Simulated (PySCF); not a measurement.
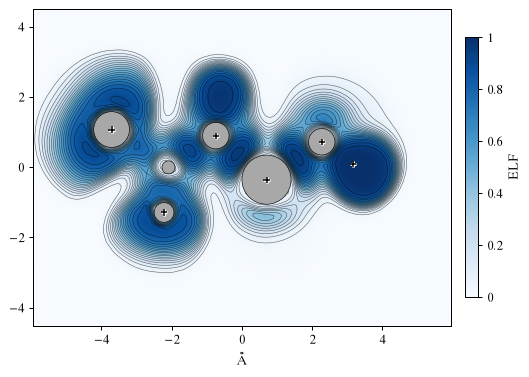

The electron localisation function on a plane through atoms (crosses mark nuclei in the plane; grey discs cover the cores).

Theory: PBE0/pcSseg-1, SCF density, gas phase, non-relativistic (PySCF).

Candidates:
A. C₈H₉N₃ (SMILES CCc1cccc2cnnn12)
B. C₆H₆F₂O
C. C₄H₁₁ClO₂SSi (SMILES C[Si](C)(C)CS(=O)(=O)Cl)

> Which candidate gave the map?

Candidate C: C₄H₁₁ClO₂SSi on the plane of atoms Si2, C1 and H12, which holds C, Si, O, Cl and H. C–Si (1.91 Å): the ELF peaks at about 0.95 between the atoms: a shared electron pair.
